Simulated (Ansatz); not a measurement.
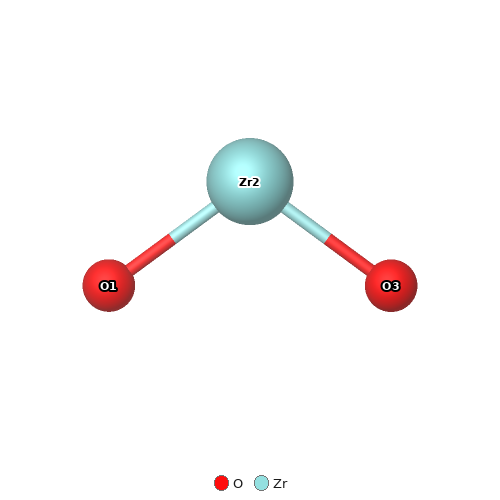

The system is O2Zr, SMILES [O]=[Zr]=[O]; the picture shows the reference structure. The first coordinate is: angle O1–Zr2–O3 (carried through 180); the second: change of the bonds Zr2–O1, Zr2–O3, all alike. Nothing is relaxed (all other coordinates rigid). The grid has 13 × 13 points; 90 points were computed and 77 follow by symmetry. At 2 points there is no value. Points are written as (first, second). All energies are given in kJ/mol relative to the relaxed molecule at the same level. Level of theory: Ansatz, RKS r2SCAN-D4/def2-TZVP.

Its coordinates:

```tsv
atom	x (Å)	y (Å)	z (Å)
O	0.6534	1.2580	0.3867
Zr	0.3538	-0.4890	0.3571
O	-1.0072	-0.7690	-0.7438
```

Range: angle O1–Zr2–O3 (carried through 180) from 89.2 to 270.8°; change of the bonds Zr2–O1, Zr2–O3, all alike from −0.195 to 0.301 Å.

Question: Predict the map.

Answer: The lowest grid point is at (104.3°, 0.012 Å), 1.8 kJ/mol from the relaxed molecule at the same level. The same energy is found at (255.7°, 0.012 Å). The highest grid point, (180.0°, −0.195 Å), lies 743 kJ/mol above the lowest.

```tsv
second ↓, first →	89.2	104.3	119.5	134.6	149.7	164.9	180.0	195.1	210.3	225.4	240.5	255.7	270.8
0.301	298	257	252	273	311	353	374	353	311	273	252	257	298
0.260	246	204	200	224	266	311	332	311	266	224	200	204	246
0.219	197	154	152	180	225	273	296	273	225	180	152	154	197
0.177	151	108	108	139	190	242	267	242	190	139	108	108	151
0.136	111	69	71	107	163	220	246	220	163	107	71	69	111
0.095	79	36	42	83	145	208	237	208	145	83	42	36	79
0.053	56	13	22	69	139	209	241	209	139	69	22	13	56
0.012	44	2	15	69	147	226	261	226	147	69	15	2	44
−0.030	45	5	23	84	173	263	303	263	173	84	23	5	45
−0.071	64	24	48	119	220	322	368	322	220	119	48	24	64
−0.112	101	64	95	175	291	407	461	407	291	175	95	64	101
−0.154	164	129	168	261	393	528	589	528	393	261	168	129	164
−0.195	253	222	269	376	527	–	745	–	527	376	269	222	253
```

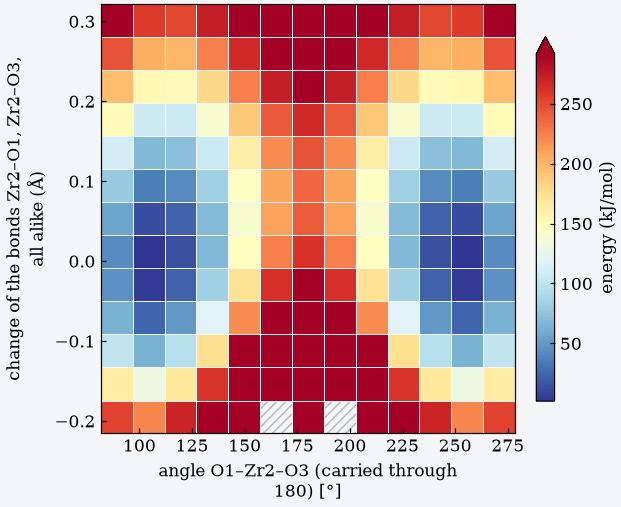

In the figure: one coloured cell a grid point, one colour for all values above the top of the scale, hatched blanks where no value was computed.

Each point was launched as `ansatz run input.yaml --threads 1 --pin off --max-ram 2560MiB --backend cpu --events-out ev --progress --plain --runs-dir out`. Time for the 90 points that were run: 18 min on 1 thread of Arm Neoverse V1, with other jobs on the host.
